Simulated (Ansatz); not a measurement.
Consider ReS2 (1H sheet).

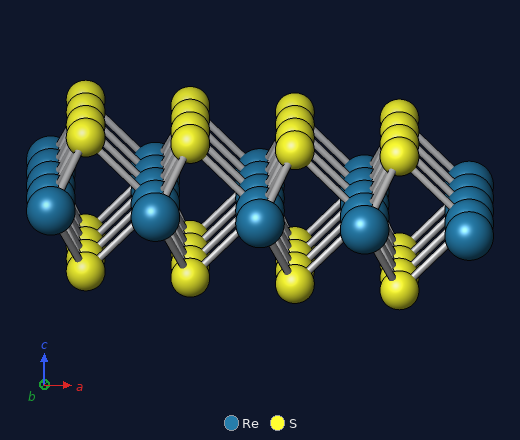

The structure (rhenium blue, sulfur yellow). Bonds to atoms that aren't drawn are left out. 4×4×1 cells are drawn. Some periodic images of atoms are drawn too.

The cell holds 3 atoms: 1 Re and 2 S. Its edges and angles: a = 2.983 Å, b = 2.983 Å, c = 30.263 Å, α = 90.0°, β = 90.0°, γ = 120.0°. Vacuum lies along c.

```xyz
3
Lattice="-2.5832 1.4914 0.0000 0.0000 -2.9829 0.0000 0.0000 0.0000 30.2634" Properties=species:S:1:pos:R:3
Re    0.0000    0.0000    9.4543
S    -0.8611   -1.4914   11.1155
S    -0.8611   -1.4914    7.7931
```

The structure was relaxed with LDA. The structure was generated from a model, not taken from a measurement. The runs that relaxed it are not among those shown. The program's search for lower electronic states was switched off, so nothing shows that the state found is the lowest. Spin-orbit coupling is left out unless a run names it. PAW set soft_2, made with PBE.

A constrained-RPA run (Ansatz 0.2.0; non-magnetic LDA; Re d + anion p, bands v8 to c3, 6×6×1 mesh, medium accuracy) builds 11 functions on bands 12 eV wide, with 15.0 electrons in the window. The bare on-site interaction is 12.9 eV and the bare J 0.50 eV.

Question: What U and J survive the screening?

On the Re d shell, U = 5.73 eV (44 % of the bare value), U′ = 5.02 eV, J = 0.37 eV.

The parent state is non-magnetic and the interaction static (zero frequency); U depends on the window and the orbitals, so it belongs to this model alone. Spin-orbit coupling, which is strong for atoms this heavy, is left out. A window that holds the anion p bands defines a model with explicit ligands; its U belongs to that model and is not the U of DFT+U.

[Paths, hosts, dates, memory and timing lines, banners, echoed tables and standing remarks are left out of the program output.]

[Logs are printed without paths, hosts, clocks, repeated set-up lines and the standing remarks that a program may print on its own settings, such as how far it seeks lower states.]

[Runs of the session that timed out or met a known fault of the program may be left out.]

[Hosts, paths, dates, database ids (printed as entryN), source tags and the programs' standing remarks are cut or masked in the printed files.]
